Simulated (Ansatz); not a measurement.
**C2H6BFS: single points with varied inputs**

Aim: run C2H6BFS under a spread of inputs, and see what each costs and gives.

Computed with Ansatz 0.2.0, Gaussian basis. Level: the settings change from run to run.

### 1 The geometry

The geometry comes from an earlier relaxation with PBE0-D4 in a triple-zeta def2 set; it is a stationary point, not always the lowest conformer.

SMILES `CCSBF`, 11 atoms, charge 0, spin multiplicity 1.

Atoms are counted from 1 here; the program's logs count them from 0.

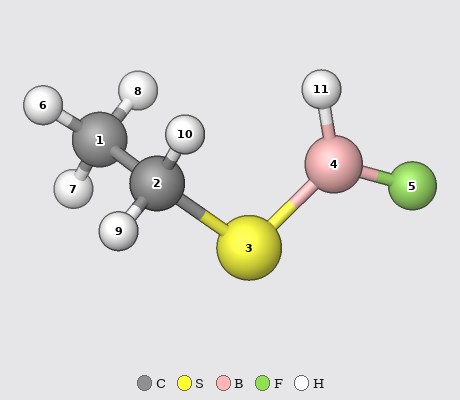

The structure; carbon grey, sulfur yellow, boron pink, fluorine green, hydrogen white; atoms are numbered from 1 in the order of the file.

Geometry (Å):

```
C    -0.58115   -0.53100    1.27783
C     0.55772    0.26607    0.67901
S     1.21855   -0.48002   -0.84479
B     0.16928    0.26967   -2.07551
F     0.32935   -0.06485   -3.34725
H    -0.90426   -0.08078    2.22061
H    -0.27968   -1.56120    1.47701
H    -1.43705   -0.55667    0.60060
H     1.40532    0.31871    1.36454
H     0.25584    1.28887    0.45145
H    -0.66863    1.07430   -1.78291
```

### 2 PBE/aug-cc-pVDZ

This run has multiplicity 3.

Contents of in.yaml:

```yaml
crystal:
  periodic: [false, false, false]
  atoms:
    - {symbol: C, position_ang: [-0.581151, -0.531004, 1.277830]}
    - {symbol: C, position_ang: [0.557720, 0.266069, 0.679013]}
    - {symbol: S, position_ang: [1.218547, -0.480021, -0.844790]}
    - {symbol: B, position_ang: [0.169278, 0.269675, -2.075510]}
    - {symbol: F, position_ang: [0.329354, -0.064850, -3.347249]}
    - {symbol: H, position_ang: [-0.904255, -0.080779, 2.220606]}
    - {symbol: H, position_ang: [-0.279681, -1.561202, 1.477015]}
    - {symbol: H, position_ang: [-1.437052, -0.556671, 0.600600]}
    - {symbol: H, position_ang: [1.405325, 0.318708, 1.364545]}
    - {symbol: H, position_ang: [0.255842, 1.288872, 0.451450]}
    - {symbol: H, position_ang: [-0.668625, 1.074304, -1.782909]}
basis:
  gaussian: {orbitals: aug-cc-pVDZ}
magnetization: {spin_polarized: true, initial_magnetization: 2}
hamiltonian: {xc: {name: PBE}}
output: {forces: true}
```

The run is started by

```sh
ansatz run in.yaml --threads 4 --pin off --events-out ev --progress --plain --max-ram 10444MiB
```

Standard output, shortened:

```text
Functional definition: PBE
  name "PBE"
  cite "Perdew, Burke & Ernzerhof, Phys. Rev. Lett. 77, 3865 (1996) doi:10.1103/PhysRevLett.77.3865"
  parent pbe
[...]
1573 factors; their error is unknown
[...]
mean field -16386.78458893 eV, -602.2032262816 hartree, gradient 9.6e-6 eV, S^2 2.005781; 8 other end points of the search recorded, 0 dependent functions left out
[...]
reference -16386.78469531 eV, -602.2032301910 hartree; 25, 23 occupied and 148, 150 virtual orbitals, 1573 factors
Total energy: -16386.78469531 eV, -602.2032301910 hartree
Atom 0 at    -0.581151    -0.531004     1.277830 Å, force    -0.335946    -0.410166    -0.158927 eV/Å
Atom 1 at     0.557720     0.266069     0.679013 Å, force     0.530758     0.005334    -0.194489 eV/Å
Atom 2 at     1.218547    -0.480021    -0.844790 Å, force     1.894069    -1.331009     2.262274 eV/Å
Atom 3 at     0.169278     0.269675    -2.075510 Å, force    -2.553990     2.582132     0.343495 eV/Å
Atom 4 at     0.329354    -0.064850    -3.347249 Å, force     0.712958    -1.222272    -2.784711 eV/Å
Atom 5 at    -0.904255    -0.080779     2.220606 Å, force    -0.014430     0.283251     0.315240 eV/Å
Atom 6 at    -0.279681    -1.561202     1.477015 Å, force     0.128055    -0.399712     0.159385 eV/Å
Atom 7 at    -1.437052    -0.556671     0.600600 Å, force    -0.333577     0.030406    -0.281508 eV/Å
Atom 8 at     1.405325     0.318708     1.364545 Å, force     0.420697    -0.174369     0.313913 eV/Å
Atom 9 at     0.255842     1.288872     0.451450 Å, force    -0.257185     0.501860    -0.410312 eV/Å
Atom 10 at    -0.668625     1.074304    -1.782909 Å, force    -0.191408     0.134545     0.435640 eV/Å
Dipole moment:     0.204713    -0.177003     1.039710 e Å
```

It took 15 s on 4 threads of Arm Neoverse V1, shared host; peak memory 0.61 GiB.

Largest force 3.648 eV/Å, dipole 5.16 D, ⟨S²⟩ 2.006.

### 3 rPW86-PBE/aug-cc-pVDZ

Options: D3(BJ) dispersion, high accuracy.

in.yaml, as its differences from that of step 2:

```diff
@@ -16,4 +16,4 @@
   gaussian: {orbitals: aug-cc-pVDZ}
-magnetization: {spin_polarized: true, initial_magnetization: 2}
-hamiltonian: {xc: {name: PBE}}
+hamiltonian: {xc: {name: rPW86-PBE}, dispersion: d3bj}
+accuracy: high
 output: {forces: true}
```

Launched as before.

Standard output, shortened:

```text
Functional definition: rPW86-PBE
  name "rPW86-PBE"
  cite "Murray, Lee & Langreth, J. Chem. Theory Comput. 5, 2754 (2009) doi:10.1021/ct900365q"
  cite "Perdew, Burke & Ernzerhof, Phys. Rev. Lett. 77, 3865 (1996) doi:10.1103/PhysRevLett.77.3865"
  parent pbe
[...]
3428 factors; integrals over basis functions are off by at most 3.5e-9 eV
[...]
mean field -16423.97282858 eV, -603.5698688816 hartree, gradient 4.0e-8 eV, S^2 0.000000; 0 other end points of the search recorded, 0 dependent functions left out
[...]
reference -16423.97285547 eV, -603.5698698701 hartree; 24, 24 occupied and 149, 149 virtual orbitals, 3428 factors
Total energy: -16424.20218647 eV, -603.5782976286 hartree
Atom 0 at    -0.581151    -0.531004     1.277830 Å, force    -0.078670    -0.037756     0.056601 eV/Å
Atom 1 at     0.557720     0.266069     0.679013 Å, force    -0.057914     0.190017     0.272630 eV/Å
Atom 2 at     1.218547    -0.480021    -0.844790 Å, force     0.586638    -0.523463    -0.318413 eV/Å
Atom 3 at     0.169278     0.269675    -2.075510 Å, force    -0.336262     0.433048     0.936701 eV/Å
Atom 4 at     0.329354    -0.064850    -3.347249 Å, force     0.174825    -0.363559    -1.382605 eV/Å
Atom 5 at    -0.904255    -0.080779     2.220606 Å, force    -0.110165     0.155176     0.324703 eV/Å
Atom 6 at    -0.279681    -1.561202     1.477015 Å, force     0.100375    -0.362478     0.076403 eV/Å
Atom 7 at    -1.437052    -0.556671     0.600600 Å, force    -0.303556    -0.007901    -0.233806 eV/Å
Atom 8 at     1.405325     0.318708     1.364545 Å, force     0.276043     0.027488     0.255506 eV/Å
Atom 9 at     0.255842     1.288872     0.451450 Å, force    -0.117493     0.356186    -0.049110 eV/Å
Atom 10 at    -0.668625     1.074304    -1.782909 Å, force    -0.133820     0.133242     0.061389 eV/Å
Dipole moment:    -0.129070     0.135967     0.486335 e Å
```

Run time: 19 s. Hardware: 4 threads of Arm Neoverse V1, shared host; peak memory 0.97 GiB.

Largest force 1.440 eV/Å, dipole 2.50 D.

### 4 wB97X-V/def2-mTZVPP

in.yaml, as its differences from that of step 3:

```diff
@@ -15,5 +15,3 @@
 basis:
-  gaussian: {orbitals: aug-cc-pVDZ}
-hamiltonian: {xc: {name: rPW86-PBE}, dispersion: d3bj}
-accuracy: high
-output: {forces: true}
+  gaussian: {orbitals: def2-mTZVPP}
+hamiltonian: {xc: {name: wB97X-V}}
```

Same command.

Standard output, shortened:

```text
Functional definition: wB97X-V
  name "wB97X-V"
  cite "Mardirossian & Head-Gordon, Phys. Chem. Chem. Phys. 16, 9904 (2014) doi:10.1039/C3CP54374A"
  cite "Becke, J. Chem. Phys. 107, 8554 (1997) doi:10.1063/1.475007"
  cite "Vydrov & Van Voorhis, J. Chem. Phys. 133, 244103 (2010) doi:10.1063/1.3521275"
[...]
      + integral(e_c_pw_opposite_spin*poly(b97_u_opposite, cos0, cos1)) + vv10(b, c)
1293 factors; their error is unknown
302 factors; integrals over basis functions are off by at most 1.0e-5 eV
[...]
mean field -16401.64358898 eV, -602.7492844618 hartree, gradient 2.5e-5 eV, S^2 0.000000; 0 other end points of the search recorded, 0 dependent functions left out
reference -16401.64358706 eV, -602.7492843910 hartree; 24, 24 occupied and 114, 114 virtual orbitals, 1293 factors
Total energy: -16401.64358706 eV, -602.7492843910 hartree
```

Wall time 4.5 s (4 threads of Arm Neoverse V1, shared host); peak memory 0.34 GiB.

### 5 HSE06/aug-cc-pVDZ

This run has multiplicity 3, restricted open-shell orbitals, relativity set to none.

in.yaml, as its differences from that of step 4:

```diff
@@ -15,3 +15,4 @@
 basis:
-  gaussian: {orbitals: def2-mTZVPP}
-hamiltonian: {xc: {name: wB97X-V}}
+  gaussian: {orbitals: aug-cc-pVDZ}
+magnetization: {spin_polarized: false, initial_magnetization: 2}
+hamiltonian: {xc: {name: HSE06}, pseudopotentials: {relativity: none}}
```

The command is unchanged.

Standard output, shortened:

```text
Functional definition: HSE06
  name "HSE06"
  cite "Heyd, Scuseria & Ernzerhof, J. Chem. Phys. 118, 8207 (2003) doi:10.1063/1.1564060"
  cite "Krukau, Vydrov, Izmaylov & Scuseria, J. Chem. Phys. 125, 224106 (2006) doi:10.1063/1.2404663"
  cite "Heyd & Scuseria, J. Chem. Phys. 120, 7274 (2004) doi:10.1063/1.1668634"
  cite "Ernzerhof & Perdew, J. Chem. Phys. 109, 3313 (1998) doi:10.1063/1.476928"
  cite "Perdew, Burke & Ernzerhof, Phys. Rev. Lett. 77, 3865 (1996) doi:10.1103/PhysRevLett.77.3865"
  parent pbe
[...]
  # The whole range is PBE's own exchange, as in plane waves. The composition of these papers is wPBEh.
[...]
1602 factors; their error is unknown
229 factors; integrals over basis functions are off by at most 4.7e-7 eV
[...]
mean field -16387.72402736 eV, -602.2377500073 hartree, gradient 2.3e-5 eV, S^2 2.000000; 8 other end points of the search recorded, 0 dependent functions left out
reference -16387.72413363 eV, -602.2377539125 hartree; 25, 23 occupied and 148, 150 virtual orbitals, 1602 factors
Total energy: -16387.72413363 eV, -602.2377539125 hartree
```

Run time: 13 s. Hardware: 4 threads of Arm Neoverse V1, shared host; peak memory 0.54 GiB.

### 6 SVWN5/def2-mTZVP

Set apart from the defaults: the search for lower states set to light.

in.yaml, as its differences from that of step 5:

```diff
@@ -15,4 +15,4 @@
 basis:
-  gaussian: {orbitals: aug-cc-pVDZ}
-magnetization: {spin_polarized: false, initial_magnetization: 2}
-hamiltonian: {xc: {name: HSE06}, pseudopotentials: {relativity: none}}
+  gaussian: {orbitals: def2-mTZVP}
+hamiltonian: {xc: {name: SVWN5}}
+scf: {lower_state_search: light}
```

Same command.

Standard output:

```text
Functional definition: SVWN5
  name "SVWN5"
  cite "Dirac, Proc. Camb. Phil. Soc. 26, 376 (1930) doi:10.1017/S0305004100016108"
  cite "Slater, Phys. Rev. 81, 385 (1951) doi:10.1103/PhysRev.81.385"
  cite "Vosko, Wilk & Nusair, Can. J. Phys. 58, 1200 (1980) doi:10.1139/p80-159"
  exchange = slater_x
  correlation = vwn5_c
1175 factors; their error is unknown
mean field evaluation 1: about -16309.6886 eV, gradient 7.5e1 eV
mean field evaluation 2: about -16286.4414 eV, gradient 1.2e2 eV
mean field evaluation 4: about -16321.9924 eV, gradient 9.5e0 eV
mean field evaluation 8: about -16322.1810 eV, gradient 2.6e-1 eV
mean field evaluation 16: about -16322.1188 eV, gradient 6.8e-4 eV
mean field -16322.11882801 eV, -599.8268033998 hartree, gradient 3.8e-5 eV, S^2 0.000000; 0 other end points of the search recorded, 0 dependent functions left out
reference -16322.11886897 eV, -599.8268049052 hartree; 24, 24 occupied and 92, 92 virtual orbitals, 1175 factors
Total energy: -16322.11886897 eV, -599.8268049052 hartree
```

Wall time 0.6 s (4 threads of Arm Neoverse V1, shared host).

### 7 r2SCAN/aug-cc-pVDZ

Options: atoms shaken by 0.15 Å, a point charge of 0.50 e beside it, relativity set to none.

Contents of in.yaml:

```yaml
crystal:
  periodic: [false, false, false]
  atoms:
    - {symbol: C, position_ang: [-0.246625, -0.559672, 1.487738]}
    - {symbol: C, position_ang: [0.646219, 0.362027, 0.684109]}
    - {symbol: S, position_ang: [1.335466, -0.668026, -0.745461]}
    - {symbol: B, position_ang: [0.137572, 0.220439, -2.192323]}
    - {symbol: F, position_ang: [0.265393, -0.111974, -3.341936]}
    - {symbol: H, position_ang: [-1.043847, -0.557133, 2.212719]}
    - {symbol: H, position_ang: [-0.491196, -1.299855, 1.873915]}
    - {symbol: H, position_ang: [-1.179013, -0.492119, 0.744215]}
    - {symbol: H, position_ang: [1.402188, 0.220320, 1.410416]}
    - {symbol: H, position_ang: [0.351786, 1.030660, 0.609385]}
    - {symbol: H, position_ang: [-0.631148, 1.045427, -1.806523]}
basis:
  gaussian: {orbitals: aug-cc-pVDZ, point_charges: [{charge: 0.50, position_ang: [5.906, 0.494, 0.399]}]}
hamiltonian: {xc: {name: r2SCAN}, pseudopotentials: {relativity: none}}
output: {forces: true}
```

The command is unchanged.

Standard output, shortened:

```text
Functional definition: r2SCAN
  name "r2SCAN"
  cite "Furness, Kaplan, Ning, Perdew & Sun, J. Phys. Chem. Lett. 11, 8208 (2020) doi:10.1021/acs.jpclett.0c02405"
  cite "Furness, Kaplan, Ning, Perdew & Sun, J. Phys. Chem. Lett. 11, 9248 (2020) doi:10.1021/acs.jpclett.0c03077"
  parent r2scan
[...]
1573 factors; their error is unknown
[...]
mean field -16388.05668539 eV, -602.2499749643 hartree, gradient 1.7e-5 eV, S^2 0.000000; 0 other end points of the search recorded, 0 dependent functions left out
[...]
reference -16388.05673326 eV, -602.2499767235 hartree; 24, 24 occupied and 149, 149 virtual orbitals, 1573 factors
Total energy: -16388.05673326 eV, -602.2499767235 hartree
Atom 0 at    -0.246625    -0.559672     1.487738 Å, force    -3.484017    12.277945    -9.598032 eV/Å
Atom 1 at     0.646219     0.362027     0.684109 Å, force    16.542091   -38.464788     6.588368 eV/Å
Atom 2 at     1.335466    -0.668026    -0.745461 Å, force    -2.047402     2.368523    -1.734264 eV/Å
Atom 3 at     0.137572     0.220439    -2.192323 Å, force     0.888036     0.704788     8.673917 eV/Å
Atom 4 at     0.265393    -0.111974    -3.341936 Å, force     0.815943    -2.083789    -6.995012 eV/Å
Atom 5 at    -1.043847    -0.557133     2.212719 Å, force    -1.360391     5.361359     2.803427 eV/Å
Atom 6 at    -0.491196    -1.299855     1.873915 Å, force     0.726687   -16.671497     4.299987 eV/Å
Atom 7 at    -1.179013    -0.492119     0.744215 Å, force     1.076279    -0.985845     0.545774 eV/Å
Atom 8 at     1.402188     0.220320     1.410416 Å, force     2.369085     1.619077     0.228517 eV/Å
Atom 9 at     0.351786     1.030660     0.609385 Å, force   -15.363252    35.747544    -4.927117 eV/Å
Atom 10 at    -0.631148     1.045427    -1.806523 Å, force    -0.119318     0.143086     0.139311 eV/Å
Dipole moment:    -0.428980     0.174165     0.115812 e Å
```

Run time: 4.6 s. Hardware: 4 threads of Arm Neoverse V1, shared host; peak memory 0.26 GiB.

Largest force 42.386 eV/Å, dipole 2.29 D.

### 8 PBE/STO-3G

This run has charge +1, multiplicity 2, D3(BJ) with three-body dispersion, relativity set to none, high accuracy, the search for lower states set to full.

Contents of in.yaml:

```yaml
crystal:
  periodic: [false, false, false]
  atoms:
    - {symbol: C, position_ang: [-0.581151, -0.531004, 1.277830]}
    - {symbol: C, position_ang: [0.557720, 0.266069, 0.679013]}
    - {symbol: S, position_ang: [1.218547, -0.480021, -0.844790]}
    - {symbol: B, position_ang: [0.169278, 0.269675, -2.075510]}
    - {symbol: F, position_ang: [0.329354, -0.064850, -3.347249]}
    - {symbol: H, position_ang: [-0.904255, -0.080779, 2.220606]}
    - {symbol: H, position_ang: [-0.279681, -1.561202, 1.477015]}
    - {symbol: H, position_ang: [-1.437052, -0.556671, 0.600600]}
    - {symbol: H, position_ang: [1.405325, 0.318708, 1.364545]}
    - {symbol: H, position_ang: [0.255842, 1.288872, 0.451450]}
    - {symbol: H, position_ang: [-0.668625, 1.074304, -1.782909]}
basis:
  gaussian: {orbitals: STO-3G}
total_charge: 1
magnetization: {spin_polarized: true, initial_magnetization: 1}
hamiltonian: {xc: {name: PBE}, dispersion: d3bjatm, pseudopotentials: {relativity: none}}
accuracy: high
scf: {lower_state_search: full}
output: {forces: true}
```

Same command.

Standard output, shortened:

```text
Functional definition: PBE
  name "PBE"
  cite "Perdew, Burke & Ernzerhof, Phys. Rev. Lett. 77, 3865 (1996) doi:10.1103/PhysRevLett.77.3865"
  parent pbe
[...]
717 factors; integrals over basis functions are off by at most 2.4e-8 eV
[...]
mean field -16190.65344840 eV, -594.9955398098 hartree, gradient 2.7e-8 eV, S^2 0.752360; 9 other end points of the search recorded, 0 dependent functions left out
[...]
reference -16190.65345085 eV, -594.9955398998 hartree; 24, 23 occupied and 11, 12 virtual orbitals, 717 factors
Total energy: -16190.88058806 eV, -595.0038870381 hartree
Atom 0 at    -0.581151    -0.531004     1.277830 Å, force    -0.890100    -1.041938    -0.064912 eV/Å
Atom 1 at     0.557720     0.266069     0.679013 Å, force     0.795979     0.920178     0.022680 eV/Å
Atom 2 at     1.218547    -0.480021    -0.844790 Å, force     1.962652    -1.731989     1.481449 eV/Å
Atom 3 at     0.169278     0.269675    -2.075510 Å, force    -2.217066     1.676537    -2.677711 eV/Å
Atom 4 at     0.329354    -0.064850    -3.347249 Å, force     0.132000    -0.081692     0.312728 eV/Å
Atom 5 at    -0.904255    -0.080779     2.220606 Å, force     0.022265     0.465561     0.502871 eV/Å
Atom 6 at    -0.279681    -1.561202     1.477015 Å, force     0.204213    -0.583724     0.222757 eV/Å
Atom 7 at    -1.437052    -0.556671     0.600600 Å, force    -0.562756     0.053618    -0.344529 eV/Å
Atom 8 at     1.405325     0.318708     1.364545 Å, force     0.682218    -0.163978     0.611115 eV/Å
Atom 9 at     0.255842     1.288872     0.451450 Å, force    -0.427009     0.801898    -0.282596 eV/Å
Atom 10 at    -0.668625     1.074304    -1.782909 Å, force     0.297603    -0.314470     0.216148 eV/Å
Dipole moment:     0.133769     0.071858     0.098499 e Å
```

Wall time 5.5 s (4 threads of Arm Neoverse V1, shared host).

Largest force 3.860 eV/Å, ⟨S²⟩ 0.752.

### 9 wB97/aug-cc-pVDZ

This run has multiplicity 3, the search for lower states set to off.

in.yaml, as its differences from that of step 8:

```diff
@@ -15,8 +15,5 @@
 basis:
-  gaussian: {orbitals: STO-3G}
-total_charge: 1
-magnetization: {spin_polarized: true, initial_magnetization: 1}
-hamiltonian: {xc: {name: PBE}, dispersion: d3bjatm, pseudopotentials: {relativity: none}}
-accuracy: high
-scf: {lower_state_search: full}
-output: {forces: true}
+  gaussian: {orbitals: aug-cc-pVDZ}
+magnetization: {spin_polarized: true, initial_magnetization: 2}
+hamiltonian: {xc: {name: wB97}}
+scf: {lower_state_search: off}
```

Launched as before.

Standard output, shortened:

```text
Functional definition: wB97
  name "wB97"
  cite "Chai & Head-Gordon, J. Chem. Phys. 128, 084106 (2008) doi:10.1063/1.2834918"
  cite "Becke, J. Chem. Phys. 107, 8554 (1997) doi:10.1063/1.475007"
[...]
  # The coefficients of nought are those of the uniform gas.
[...]
      + integral(e_c_pw_opposite_spin*poly(b97_u_opposite, 1, cos1, cos2, cos3, cos4))
[...]
1573 factors; their error is unknown
853 factors; integrals over basis functions are off by at most 1.4e-5 eV
[...]
mean field -16396.91373170 eV, -602.5754654127 hartree, gradient 2.0e-6 eV, S^2 2.008884; 0 other end points of the search recorded, 0 dependent functions left out
reference -16396.91372156 eV, -602.5754650401 hartree; 25, 23 occupied and 148, 150 virtual orbitals, 1573 factors
Total energy: -16396.91372156 eV, -602.5754650401 hartree
Checks for a lower state left out: stability, starts, cluster_reference, orbital_swaps, neighbouring_geometries, increment
```

Wall time 7.5 s (4 threads of Arm Neoverse V1, shared host); peak memory 0.44 GiB.

⟨S²⟩ 2.009.

### 10 B97/def2-SVPD

Options: multiplicity 3, a point charge of 1.00 e beside it.

in.yaml, as its differences from that of step 9:

```diff
@@ -15,5 +15,4 @@
 basis:
-  gaussian: {orbitals: aug-cc-pVDZ}
+  gaussian: {orbitals: def2-SVPD, point_charges: [{charge: 1.00, position_ang: [4.276, 0.004, 0.828]}]}
 magnetization: {spin_polarized: true, initial_magnetization: 2}
-hamiltonian: {xc: {name: wB97}}
-scf: {lower_state_search: off}
+hamiltonian: {xc: {name: B97}}
```

Same command.

Standard output, shortened:

```text
Functional definition: B97
  name "B97"
  cite "Becke, J. Chem. Phys. 107, 8554 (1997) doi:10.1063/1.475007"
[...]
      + integral(e_c_pw_opposite_spin*poly(b97_u_opposite, cos0, cos1, cos2))
1341 factors; their error is unknown
[...]
mean field -16388.65853505 eV, -602.2720925314 hartree, gradient 1.2e-5 eV, S^2 2.003594; 3 other end points of the search recorded, 0 dependent functions left out
reference -16388.65860450 eV, -602.2720950837 hartree; 25, 23 occupied and 133, 135 virtual orbitals, 1341 factors
Total energy: -16388.65860450 eV, -602.2720950837 hartree
```

Wall time 13 s (4 threads of Arm Neoverse V1, shared host); peak memory 0.62 GiB.

⟨S²⟩ 2.004.

### 11 The runs in one table

```tsv
level	charge	multiplicity	geometry	functions	energy (eV)	time
PBE/aug-cc-pVDZ	0	3	relaxed	173	-16386.785	15 s
rPW86-PBE/aug-cc-pVDZ	0	1	relaxed	173	-16424.202	19 s
wB97X-V/def2-mTZVPP	0	1	relaxed	138	-16401.644	4.5 s
HSE06/aug-cc-pVDZ	0	3	relaxed	173	-16387.724	13 s
SVWN5/def2-mTZVP	0	1	relaxed	116	-16322.119	0.6 s
r2SCAN/aug-cc-pVDZ	0	1	shaken, point charge	173	-16388.057	4.6 s
PBE/STO-3G	1	2	relaxed	35	-16190.881	5.5 s
wB97/aug-cc-pVDZ	0	3	relaxed	173	-16396.914	7.5 s
B97/def2-SVPD	0	3	relaxed, point charge	158	-16388.659	13 s
```

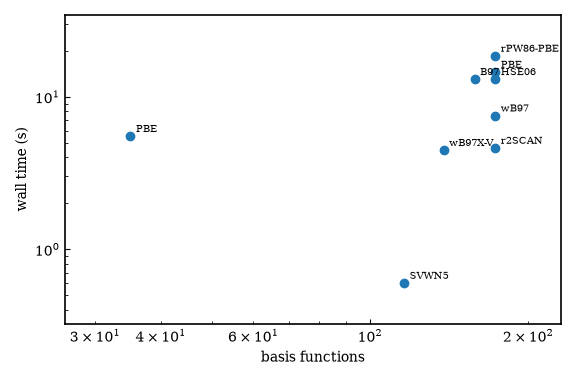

Wall time against the number of basis functions (shared host).

### 12 Results

| quantity | value |
| --- | --- |
| runs | 9 |
| quickest | SVWN5/def2-mTZVP, 0.6 s |
| slowest | rPW86-PBE/aug-cc-pVDZ, 19 s |
| spread of total energies, same state and geometry | 102.1 eV |

What this shows: rPW86-PBE/aug-cc-pVDZ took 31 times as long as SVWN5/def2-mTZVP. The jobs differ in tasks and options as well as level. The totals spread over 102 eV; they can't be compared across methods or bases. At the PBE0-D4/def2-TZVP geometry and in the same state, the sound runs without point charges leave forces up to 1.44 eV/Å (rPW86-PBE/aug-cc-pVDZ).
